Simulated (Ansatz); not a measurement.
**YHSe (P-6m2): phonons and vibrational spectra**

Wanted: phonon frequencies of YHSe (P-6m2) and what follows from them.

Method: DFT LDA, scalar-relativistic, plane waves, PAW, in Ansatz 0.2.0.

## (1) The starting structure

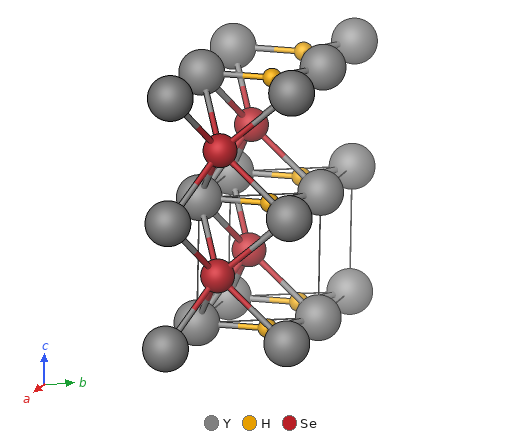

The cell as given, slightly off an axis (yttrium grey, hydrogen orange, selenium red). 2×1×2 cells are drawn. Some periodic images of atoms are drawn too.

Coordinates:

```cif
data_structure
_symmetry_space_group_name_H-M 'P-6m2'
_symmetry_Int_Tables_number 187
_cell_length_a 3.8409
_cell_length_b 3.8409
_cell_length_c 3.9155
_cell_angle_alpha 90.000
_cell_angle_beta 90.000
_cell_angle_gamma 120.000
_cell_volume 50.03
loop_
_atom_site_label
_atom_site_type_symbol
_atom_site_symmetry_multiplicity
_atom_site_Wyckoff_symbol
_atom_site_fract_x
_atom_site_fract_y
_atom_site_fract_z
_atom_site_occupancy
Y1 Y 1 a 0.00000 0.00000 0.00000 1
H1 H 1 c 0.33333 0.66667 0.00000 1
Se1 Se 1 f 0.66667 0.33333 0.50000 1
```

## (2) Relaxation

Harmonic phonons are second derivatives at a point where the forces vanish, and they are wanted at zero stress, so atoms and cell are relaxed first.

input.yaml reads:

```yaml
crystal:
  lattice:
    - [3.8409313358, 0.0, 0.0]
    - [-1.9204656679, 3.326344111, 0.0]
    - [0.0, 0.0, 3.91554956]
  atoms:
    - { symbol: "Y", position: [0.0, 0.0, 0.0] }
    - { symbol: H, position: [0.33333333, 0.66666667, 0.0] }
    - { symbol: Se, position: [0.66666667, 0.33333333, 0.5] }
kpoints:
  mp_grid: { grid: [9, 9, 6] }
hamiltonian:
  xc: lda
scf:
  occupations: { method: gaussian, width: 0.02 }
output:
  forces: true
  stress: true
  eigenvalues: true
relax:
  adjacent_minimum: "off"
  f_tol: 0.005
  max_steps: 80
  cell: { stress_tol: 0.05 }
```

The run is started by

```sh
$ ansatz run input.yaml --threads 4 --pin off --max-ram 7168MiB --backend cpu --events-out ev --progress --plain --runs-dir out
```

Numbers of over 12 decimals in the logs are rounded to 6 here.

Log:

```text
Engine: ansatz 0.2.0, aarch64-unknown-linux-gnu
Pseudopotentials: kind: paw
Pseudopotential: Y, paw, valence charge 11, recommended cutoff 420 eV (normal), Y.paw.azcp
Pseudopotential: H, paw, valence charge 1, recommended cutoff 420 eV (normal), H.paw.azcp
Pseudopotential: Se, paw, valence charge 16, recommended cutoff 420 eV (normal), Se.paw.azcp
Functional definition: SPW92
  exchange = slater_x
  correlation = pw_c
Crystal: 3 atoms, lattice volume = 50.026 Å³
Basis set: ecut = 420 eV, 985 PW (Γ)
Bands: 18, of which v1, the nominal top of the filled ones, is band 14 counted from 1 (13 counted from 0)
Symmetry: 12 space group operations
Space group: P-6m2 (ITA 187), of the structure as read, at distance tolerance 3.7e-5 Å
k-points: 48 of 486 (time reversal used)
Non-local potential: Y, projectors of the file, l = 0: 3, l = 1: 2, l = 2: 2, l = 3: 1
Non-local potential: H, projectors of the file, l = 0: 2, l = 1: 1
Non-local potential: Se, projectors of the file, l = 0: 2, l = 1: 2, l = 2: 3, l = 3: 1
PAW form: soft (Blöchl's): semilocal exchange-correlation on the pseudo side does not see the compensation charge
PAW frozen core: Y, regenerated for the run's functional, and the local potential with it (the file was generated under x = pbe(κ = 0.804, μ = 0.219515), c = pbe(β = 0.066725))
PAW frozen core: Se, regenerated for the run's functional, and the local potential with it (the file was generated under x = pbe(κ = 0.804, μ = 0.219515), c = pbe(β = 0.066725))
PAW one-centre angular grid: Y, 590 points (default); XC on 64 Gauss nodes
PAW one-centre angular grid: H, 110 points (default); XC on 64 Gauss nodes
PAW one-centre angular grid: Se, 590 points (default); XC on 64 Gauss nodes
Initial density: superposition of atomic densities (neutral atoms: chi_scale 0, normalization atom), corrected by the library's trained network
Initial wavefunctions: pseudopotential atomic-orbital guess
Functional: x = slater, c = lda
SCF iter   1: F=—  HF=-9149.091414 eV  |F-HF|=—  |Δ(HF+E_count)|=         —  Δρ=8.89e-3  dr2=3.32e-2  ethr=1.77e-3  ⟨swp⟩=6.1  Hψ=3945  notcnv=0
preconditioner: auto → none  [insulator: Δε(μ)=1.225 eV  Ē_g=8.531 eV  σ=0.020 eV  W_gap=1.00  n_scr=8 (ndim 8)  ℏωp=16.6 eV  f_vac=0.000  D(μ)=0.00/eV (n_scr^D=0)  ε∞_Penn≈4.8]
SCF iter   2: F=—  HF=-9149.081130 eV  |F-HF|=—  |Δ(HF+E_count)|=   1.03e-2  Δρ=3.09e-3  dr2=2.18e-3  ethr=1.19e-4  ⟨swp⟩=2.1  Hψ=1592  notcnv=0
SCF iter   3: F=—  HF=-9149.080861 eV  |F-HF|=—  |Δ(HF+E_count)|=   2.69e-4  Δρ=1.27e-3  dr2=4.74e-4  ethr=7.77e-6  ⟨swp⟩=2.0  Hψ=1286  notcnv=0
SCF iter   4: F=—  HF=-9149.080808 eV  |F-HF|=—  |Δ(HF+E_count)|=   5.32e-5  Δρ=4.40e-4  dr2=3.57e-5  ethr=1.69e-6  ⟨swp⟩=2.1  Hψ=1111  notcnv=0
SCF iter   5: F=—  HF=-9149.080807 eV  |F-HF|=—  |Δ(HF+E_count)|=   6.21e-7  Δρ=3.05e-5  dr2=1.58e-7  ethr=1.28e-7  ⟨swp⟩=2.8  Hψ=1326  notcnv=0
SCF iter   6: F=-9149.080807 eV  HF=-9149.080807 eV  |F-HF|=1.75e-9  |Δ(HF+E_count)|=   1.98e-8  Δρ=7.11e-6  dr2=7.26e-9  ethr=3.57e-10  ⟨swp⟩=4.9  Hψ=3468  notcnv=0
SCF 1 converged in 6 iterations: F = -9149.080807 eV  dr2 = 7.26e-9
  greatest PAW one-centre occupation: 1.000 electrons in one spin orbital (limit 2), on the Se atom at site 2 (counted from 0), in its partial waves of l = 2
relax step   1: F+E_penalty+E_count = -9149.08080748 eV  Δ(F+E_penalty+E_count) = +0.000e0 eV  max|allowed force component| = 2.139e-17 eV/Å  Δτ_max = 0.0000 Å  P = -5.609 GPa  Ω = 50.026 Å³  (6 SCF iters, dr2 threshold 1.00e-7 eV, accepted)
Crystal: 3 atoms, lattice volume = 43.625 Å³
Basis set: ecut = 420 eV, 865 PW (Γ)
Initial density: handed on by an earlier stage of this run
Initial wavefunctions: those handed on with the density
iter 1 solved again at ethr=3.59e-4 eV; its pass at ethr=3.10e-3 eV (dr2=1.01e-1 eV) is discarded
SCF iter   1: F=—  HF=-9149.107384 eV  |F-HF|=—  |Δ(HF+E_count)|=         —  Δρ=1.06e-2  dr2=1.01e-1  ethr=3.59e-4  ⟨swp⟩=1.0  Hψ=5296  notcnv=0
preconditioner: auto → none  [insulator: Δε(μ)=1.360 eV  Ē_g=15.559 eV  σ=0.020 eV  W_gap=1.00  n_scr=8 (ndim 8)  ℏωp=22.5 eV  f_vac=0.000  D(μ)=0.00/eV (n_scr^D=0)  ε∞_Penn≈3.1]
SCF iter   2: F=—  HF=-9149.073261 eV  |F-HF|=—  |Δ(HF+E_count)|=   3.41e-2  Δρ=4.52e-3  dr2=9.20e-3  ethr=3.59e-4  ⟨swp⟩=2.3  Hψ=1315  notcnv=0
SCF iter   3: F=—  HF=-9149.069821 eV  |F-HF|=—  |Δ(HF+E_count)|=   3.44e-3  Δρ=1.62e-3  dr2=8.75e-4  ethr=3.29e-5  ⟨swp⟩=2.3  Hψ=1916  notcnv=0
SCF iter   4: F=—  HF=-9149.069507 eV  |F-HF|=—  |Δ(HF+E_count)|=   3.14e-4  Δρ=3.86e-4  dr2=4.24e-5  ethr=3.13e-6  ⟨swp⟩=2.1  Hψ=1247  notcnv=0
SCF iter   5: F=—  HF=-9149.069493 eV  |F-HF|=—  |Δ(HF+E_count)|=   1.41e-5  Δρ=5.81e-5  dr2=6.72e-7  ethr=1.52e-7  ⟨swp⟩=2.6  Hψ=1478  notcnv=0
SCF iter   6: F=-9149.069493 eV  HF=-9149.069493 eV  |F-HF|=1.55e-9  |Δ(HF+E_count)|=   8.22e-8  Δρ=1.16e-5  dr2=2.84e-8  ethr=1.07e-9  ⟨swp⟩=5.1  Hψ=3582  notcnv=0
SCF 2 converged in 6 iterations: F = -9149.069493 eV  dr2 = 2.84e-8
relax step   2: F+E_penalty+E_count = -9149.06949276 eV  Δ(F+E_penalty+E_count) = +1.131e-2 eV  max|allowed force component| = 2.747e-17 eV/Å  Δτ_max = 0.0000 Å  P = +7.875 GPa  Ω = 43.625 Å³  energy of the carried Pulay correction = +1.990e-3 eV  (6 SCF iters, dr2 threshold 3.00e-7 eV, rejected (line search))
Crystal: 3 atoms, lattice volume = 47.152 Å³
Basis set: ecut = 420 eV, 901 PW (Γ)
iter 1 solved again at ethr=1.39e-4 eV; its pass at ethr=3.10e-3 eV (dr2=3.90e-2 eV) is discarded
SCF iter   1: F=—  HF=-9149.155749 eV  |F-HF|=—  |Δ(HF+E_count)|=         —  Δρ=6.29e-3  dr2=3.92e-2  ethr=1.39e-4  ⟨swp⟩=1.0  Hψ=5151  notcnv=0
preconditioner: auto → none  [insulator: Δε(μ)=1.252 eV  Ē_g=9.037 eV  σ=0.020 eV  W_gap=1.00  n_scr=8 (ndim 8)  ℏωp=17.1 eV  f_vac=0.000  D(μ)=0.00/eV (n_scr^D=0)  ε∞_Penn≈4.6]
SCF iter   2: F=—  HF=-9149.142630 eV  |F-HF|=—  |Δ(HF+E_count)|=   1.31e-2  Δρ=2.75e-3  dr2=3.99e-3  ethr=1.39e-4  ⟨swp⟩=2.6  Hψ=1335  notcnv=0
SCF iter   3: F=—  HF=-9149.141211 eV  |F-HF|=—  |Δ(HF+E_count)|=   1.42e-3  Δρ=9.55e-4  dr2=3.77e-4  ethr=1.43e-5  ⟨swp⟩=2.1  Hψ=1764  notcnv=0
SCF iter   4: F=—  HF=-9149.141083 eV  |F-HF|=—  |Δ(HF+E_count)|=   1.27e-4  Δρ=2.52e-4  dr2=2.07e-5  ethr=1.35e-6  ⟨swp⟩=2.0  Hψ=1164  notcnv=0
SCF iter   5: F=—  HF=-9149.141075 eV  |F-HF|=—  |Δ(HF+E_count)|=   7.61e-6  Δρ=3.62e-5  dr2=2.94e-7  ethr=7.38e-8  ⟨swp⟩=2.9  Hψ=1534  notcnv=0
SCF iter   6: F=—  HF=-9149.141076 eV  |F-HF|=—  |Δ(HF+E_count)|=   5.61e-7  Δρ=5.73e-6  dr2=1.24e-8  ethr=1.05e-9  ⟨swp⟩=2.0  Hψ=1452  notcnv=0
SCF iter   7: F=—  HF=-9149.141076 eV  |F-HF|=—  |Δ(HF+E_count)|=   3.42e-9  Δρ=1.12e-6  dr2=2.08e-10  ethr=4.43e-11  ⟨swp⟩=2.0  Hψ=1527  notcnv=0
SCF iter   8: F=—  HF=-9149.141076 eV  |F-HF|=—  |Δ(HF+E_count)|=  3.82e-11  Δρ=2.14e-7  dr2=8.57e-12  ethr=1.00e-12  ⟨swp⟩=5.5  Hψ=3728  notcnv=0
SCF iter   9: F=-9149.141076 eV  HF=-9149.141076 eV  |F-HF|=0.00e0  |Δ(HF+E_count)|=  1.82e-12  Δρ=1.54e-8  dr2=7.39e-14  ethr=1.00e-12  ⟨swp⟩=5.0  Hψ=3269  notcnv=0
SCF 3 converged in 9 iterations: F = -9149.141076 eV  dr2 = 7.39e-14
relax step   3: F+E_penalty+E_count = -9149.14107604 eV  Δ(F+E_penalty+E_count) = -6.027e-2 eV  max|allowed force component| = 7.161e-17 eV/Å  Δτ_max = 0.0000 Å  P = -0.711 GPa  Ω = 47.152 Å³  energy of the carried Pulay correction = +8.619e-4 eV  (9 SCF iters, accepted)
[...]
relax step   4: F+E_penalty+E_count = -9149.14191865 eV  Δ(F+E_penalty+E_count) = -8.426e-4 eV  max|allowed force component| = 2.178e-17 eV/Å  Δτ_max = 0.0000 Å  P = +0.106 GPa  Ω = 46.752 Å³  energy of the carried Pulay correction = +9.850e-4 eV  (5 SCF iters, dr2 threshold 3.00e-7 eV, accepted)
[...]
relax step   5: F+E_penalty+E_count = -9149.14199320 eV  Δ(F+E_penalty+E_count) = -7.455e-5 eV  max|allowed force component| = 3.845e-17 eV/Å  Δτ_max = 0.0000 Å  P = +0.004 GPa  Ω = 46.800 Å³  energy of the carried Pulay correction = +9.703e-4 eV  (4 SCF iters, dr2 threshold 1.24e-7 eV, accepted)
Initial wavefunctions: pseudopotential atomic-orbital guess (no wavefunctions were taken with the density)
iter 1 solved again at ethr=7.00e-8 eV; its pass at ethr=3.10e-3 eV (dr2=1.96e-5 eV) is discarded
SCF iter   1: F=—  HF=-9149.141113 eV  |F-HF|=—  |Δ(HF+E_count)|=         —  Δρ=9.49e-5  dr2=4.65e-7  ethr=7.00e-8  ⟨swp⟩=3.0  Hψ=6506  notcnv=0
preconditioner: auto → none  [insulator: Δε(μ)=1.311 eV  Ē_g=8.974 eV  σ=0.020 eV  W_gap=1.00  n_scr=8 (ndim 8)  ℏωp=17.2 eV  f_vac=0.000  D(μ)=0.00/eV (n_scr^D=0)  ε∞_Penn≈4.7]
SCF iter   2: F=—  HF=-9149.141113 eV  |F-HF|=—  |Δ(HF+E_count)|=   3.28e-7  Δρ=4.73e-5  dr2=1.20e-7  ethr=1.66e-9  ⟨swp⟩=2.0  Hψ=1509  notcnv=0
SCF iter   3: F=—  HF=-9149.141113 eV  |F-HF|=—  |Δ(HF+E_count)|=   2.03e-7  Δρ=1.27e-5  dr2=1.39e-8  ethr=4.29e-10  ⟨swp⟩=2.0  Hψ=1079  notcnv=0
SCF iter   4: F=—  HF=-9149.141113 eV  |F-HF|=—  |Δ(HF+E_count)|=   1.30e-8  Δρ=2.74e-6  dr2=2.27e-9  ethr=4.97e-11  ⟨swp⟩=2.0  Hψ=1536  notcnv=0
SCF iter   5: F=—  HF=-9149.141113 eV  |F-HF|=—  |Δ(HF+E_count)|=  1.29e-10  Δρ=4.68e-7  dr2=3.67e-11  ethr=8.09e-12  ⟨swp⟩=2.0  Hψ=1103  notcnv=0
SCF iter   6: F=-9149.141113 eV  HF=-9149.141113 eV  |F-HF|=3.64e-12  |Δ(HF+E_count)|=  9.09e-12  Δρ=7.53e-8  dr2=7.41e-13  ethr=1.00e-12  ⟨swp⟩=5.0  Hψ=3321  notcnv=0
SCF 6 converged in 6 iterations: F = -9149.141113 eV  dr2 = 7.41e-13
relax step   6: F+E_penalty+E_count = -9149.14111319 eV  Δ(F+E_penalty+E_count) = +8.800e-4 eV  max|allowed force component| = 2.641e-17 eV/Å  Δτ_max = 0.0000 Å  P = -0.005 GPa  Ω = 46.800 Å³  stress off target by 1.60e-2 GPa  SCF on the basis re-selected at this cell (its energy is not comparable with the rows above)  (6 SCF iters)
basis re-selected at this cell: Δ(F+E_penalty+E_count) = +8.800e-4 eV, ΔP = -0.009 GPa vs the last step (what re-selecting the basis moved, of the pressure what is left beyond the Pulay correction that the steps carried, after the strain that the cell walked since its last selection, with what the two solves' SCF thresholds leave and, on support functions, any second-order correction that the steps lacked; it is no m [...]
SCF converged after 6 iterations
Free energy (F): -9149.141113 eV
Harris-Foulkes:  -9149.141113 eV  (|F-HF|=3.64e-12)
Internal energy: -9149.141113 eV  (E = F + TS)
E sigma→0 (E₀):  -9149.141113 eV
Fermi energy:    11.819500 eV
--- Per-component energies (eV) ---
  E_band       = -424.892769
  E_kinetic    = 443.172015
  E_local      = -2818.500589  (includes V_loc(G=0)·N_el)
  E_nonlocal   = -535.087566
  E_hartree    = 1320.736945
  E_xc         = -287.841947
  E_vxc        = -313.425169  (∫ρ·V_xc dr)
  E_paw        = -4551.222445  (= ΣΔE_a)
  E_vpaw       = 157.476494  (= ΣTr[D̂ρ^β])
  E_aug_tail   = -0.001838  (compensation charges beyond the density's cutoff)
  E_ewald      = -2722.942636
  E_core_change = 2.546948  (= ΣΔE_core)
  E_smearing   = -0.000000  (= −TS)
  E_closure    = -0.000000  (closes the sum)
  Σ components = -9149.141113   (vs F -9149.141113, Δ=0.00e0)
--- Forces (eV/Å), atoms counted from 1 ---
  atom   1  Y      0.00000000    -0.00000000     0.00000000
  atom   2  H     -0.00000000    -0.00000000     0.00000000
  atom   3  Se    -0.00000000    -0.00000000     0.00000000
  max |Σ_I F_I| component: 8.88e-17 eV/Å
--- Stress (GPa, compression-positive) ---
        0.000092       0.000000       0.000000
        0.000000       0.000092      -0.000000
        0.000000      -0.000000      -0.016003
  P = ⅓ Tr σ = -0.0053 GPa (-0.053 kbar)
--- Band table (eV; the first three rows and the last of 48) ---
  k-point 0: bands = [... 10 lower, 7.4758, 9.4331, 9.4331, 9.4634, 12.4751, 15.1078, 15.1078, 15.2742]
  k-point 1: bands = [... 10 lower, 6.5159, 9.5458, 9.5458, 10.1215, 12.9656, 13.8712, 13.8712, 16.0297]
  k-point 2: bands = [... 10 lower, 5.1691, 9.7800, 9.7800, 10.8720, 13.0594, 13.0594, 14.4056, 15.4074]
  k-point 47: bands = [... 10 lower, 6.8365, 7.3608, 8.0317, 8.5805, 15.2699, 15.6992, 16.5982, 17.2356]
--- Relaxed structure (5 steps of the walk, 4 accepted, 1 SCFs on fresh bases) ---
  F+E_penalty+E_count = -9149.14111319 eV   max|allowed force component| = 2.641e-17 eV/Å   (the final SCF, on the basis selected at the relaxed cell)
  cell:  # Å, volume = 46.8004 Å³
    - [3.763669, 0, 3.2544445693866106e-18]
    - [-1.881834, 3.259433, -1.6272222846933082e-18]
    - [3.3176690462865193e-18, 0, 3.815016]
  atoms:
    - { symbol: Y, position: [0, 0, 0] }
    - { symbol: H, position: [0.333333, 0.666667, 0] }
    - { symbol: Se, position: [0.666667, 0.333333, 0.5] }
```

The job ended after 6.5 s (4 threads of Arm Neoverse V2, shared host; peak memory 0.4 GiB; 24 s of CPU time).

The steps of the relaxation:

```csv
step,energy less that of the first step (eV),largest force component (eV/Å),pressure (GPa),volume (Å³)
1,0.0000,0.0000,-5.61,50.03
2,0.0113,0.0000,7.87,43.62
3,-0.0603,0.0000,-0.71,47.15
4,-0.0611,0.0000,0.11,46.75
5,-0.0612,0.0000,0.00,46.80
6*,-0.0603,0.0000,-0.01,46.80
```

Relaxation steps marked * repeat the geometry before them on a plane-wave basis chosen anew for their cell, so energy and pressure can jump there. Relaxation step 2 was tried and not accepted.

The run keeps the 12 symmetry operations that it works with, so distortions that break them were not tested.

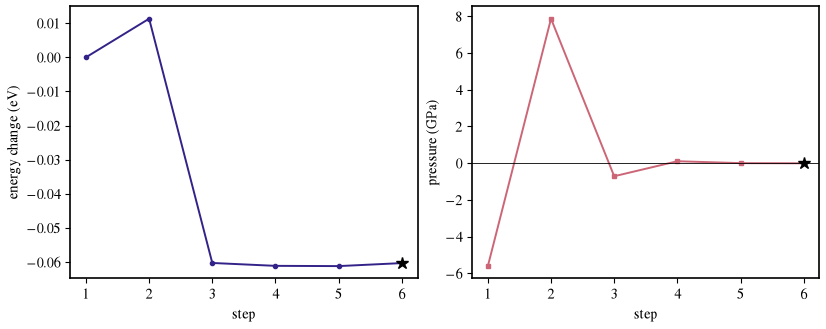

Energy and pressure along the relaxation. Stars mark steps on a basis chosen anew.

```csv
"conventional cell, symmetrised",before,after,change
a (Å),3.841,3.764,-2.0 %
b (Å),3.841,3.764,-2.0 %
c (Å),3.916,3.815,-2.6 %
volume (Å³/atom),16.68,15.60,-6.4 %
```

Final coordinates:

```cif
data_structure
_symmetry_space_group_name_H-M 'P 1'
_symmetry_Int_Tables_number 1
_cell_length_a 3.7637
_cell_length_b 3.7637
_cell_length_c 3.8150
_cell_angle_alpha 90.000
_cell_angle_beta 90.000
_cell_angle_gamma 120.000
_cell_volume 46.80
loop_
_atom_site_label
_atom_site_type_symbol
_atom_site_fract_x
_atom_site_fract_y
_atom_site_fract_z
_atom_site_occupancy
Y1 Y 0.00000 0.00000 0.00000 1
H2 H 0.33333 0.66667 0.00000 1
Se3 Se 0.66667 0.33333 0.50000 1
```

Numbers from this step:

* pressure: -0.005273 GPa
* gap on the k-mesh: 1.311 eV
* volume per atom: 15.60 Å³
* direct gap on mesh: 1.700 eV

In this step the volume went from 16.68 to 15.60 Å³/atom.

## (3) Relaxing to small forces for the phonons

Phonons need a cell at rest on their own settings, so the relaxation is repeated with tight tolerances on forces and stress, using the mesh and the filling of the phonon run that follows.

input.yaml reads:

```yaml
crystal:
  lattice:
    - [3.7636688445, 0.0, 0.0]
    - [-1.8818344223, 3.2594328308, 0.0]
    - [0.0, 0.0, 3.8150156018]
  atoms:
    - { symbol: "Y", position: [0.0, 0.0, 0.0] }
    - { symbol: H, position: [0.3333333333, 0.6666666667, 0.0] }
    - { symbol: Se, position: [0.6666666667, 0.3333333333, 0.5] }
kpoints:
  mp_grid: { grid: [9, 9, 8] }
hamiltonian:
  xc: lda
scf:
  occupations: { method: fixed }
output:
  forces: true
  stress: true
  eigenvalues: true
relax:
  adjacent_minimum: "off"
  f_tol: 0.001
  max_steps: 60
  cell: { stress_tol: 0.01 }
```

Log:

```text
[...]
Crystal: 3 atoms, lattice volume = 46.800 Å³
Basis set: ecut = 420 eV, 901 PW (Γ)
Bands: 18, of which v1, the nominal top of the filled ones, is band 14 counted from 1 (13 counted from 0)
Symmetry: 12 space group operations
[...]
k-points: 60 of 648 (time reversal used)
[...]
--- Relaxed structure (3 steps of the walk, 2 accepted, 1 SCFs on fresh bases) ---
[...]
cell:  # Å, volume = 46.7970 Å³
    - [3.763736, 2.8868063453974145e-11, 0.0]
    - [-1.881868, 3.259491, 0.0]
    - [0.0, 0.0, 3.814604]
  atoms:
    - { symbol: Y, position: [0, 0, 0.0] }
    - { symbol: H, position: [0.333333, 0.666667, 0.0] }
    - { symbol: Se, position: [0.666667, 0.333333, 0.5] }
[key lines of the parts left out:]
SCF converged after 5 iterations
Free energy (F): -9149.141240 eV
Fermi energy:    11.165319 eV
P = ⅓ Tr σ = -0.0000 GPa (-0.000 kbar)
```

The job ended after 4.5 s (4 threads; peak memory 0.4 GiB; 17 s of CPU time).

Little changed from the start: no atom moved by 0.005 Å and no cell edge by 0.1 %.

Numbers from this step:

```
pressure          : -4.36e-5 GPa
gap on the k-mesh : 1.310 eV
```

The forces vanish by symmetry and the pressure is 0.000 GPa, within the tolerances set. The cell now holds 15.60 Å³/atom.

[end of part 1 of 3]

[Logs are printed without paths, hosts, clocks, repeated set-up lines and the standing remarks that a program may print on its own settings, such as how far it seeks lower states.]

[Hosts, paths, dates, database ids (printed as entryN), source tags and the programs' standing remarks are cut or masked in the printed files.]
